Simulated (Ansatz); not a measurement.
The starting structures come from a database of crystals and need not be the phases stable at ambient conditions.

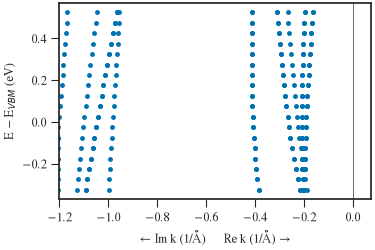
Figure: Complex bands at the centre of the two-dimensional zone; Ansatz (an electronic-structure program) with r2SCAN

The gap is the functional's own, uncorrected, and κ follows it; spin-orbit coupling is left out. Mid-gap values are interpolated between the computed energies.

Question: This is Tl2CdGeTe4 (I-42m, not sure to be the ambient phase, 8 atoms a cell, 30.8 Å³ an atom) along the normal of (101). Read off the slowest decay at the centre of the two-dimensional zone at 0.12 eV, the computed energy nearest the middle of the gap.

Answer: κ ≈ 0.19 1/Å, a decay length 1/(2κ) of the density of 2.7 Å.
